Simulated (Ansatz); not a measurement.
Cu (fcc, Cu type)

```yaml
crystal:
  lattice:
    - [0.00000, 3.57675, 3.57675]
    - [1.78838, 0.00000, 1.78838]
    - [1.78838, 1.78838, 0.00000]
  atoms:
    - { symbol: Cu, position: [0.00000, 0.00000, 0.00000] }
    - { symbol: Cu, position: [0.50000, 0.00000, 0.00000] }
```

The atoms are displaced by Q × the pattern below (from a DFPT mode at L = (0.5, 0.0, 0.0), largest move 1; Q in Å), at fixed cell. It is one choice among 2 degenerate patterns. (q is in reciprocal vectors of the primitive cell; the cell shown is doubled to hold the pattern.)

```json
[
 {"atom": "Cu1", "x": "0.285", "y": "-0.520", "z": "0.805"},
 {"atom": "Cu2", "x": "-0.285", "y": "0.520", "z": "-0.805"}
]
```

Method: r2SCAN (plane waves to 500 eV, PAW, scalar-relativistic; Ansatz, an electronic-structure program). k mesh 11×22×22 (Γ-centred), Fermi-Dirac smearing 0.05 eV. The energy includes the smearing's −TS. With partly filled bands, energies and forces of such displacements shift with the k mesh and the smearing. Cu is run without spin polarisation. Cu was relaxed with its symmetry unable to fall. The zero of ΔE is the undisplaced structure.

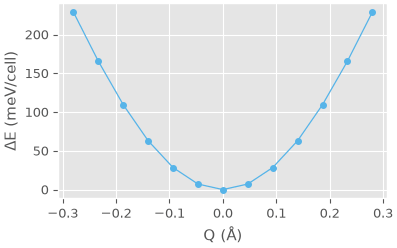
Figure: ΔE (meV/cell) against Q (Å); one marker a computed point.

The energy at Q = 0.280 Å is 229 meV/cell. Harmonic wavenumber from the curvature (finite differences): 119 cm⁻¹. Shape of the curve: a single well with its minimum at or next to zero displacement. Space group of the distorted cell: P-1 (No. 2), lowered from Fm-3m. Wavenumber by perturbation theory (DFPT, on another k mesh): 119 cm⁻¹.

E″ = 6.58 eV/Å², M = Σ mᵢ|uᵢ|² = 127.1 u, ν̃ = 521.5·√(|E″|/M).

(A displaced cell: forces are minus the slopes of the energy, force constants its curvatures, and phonons follow from these.)
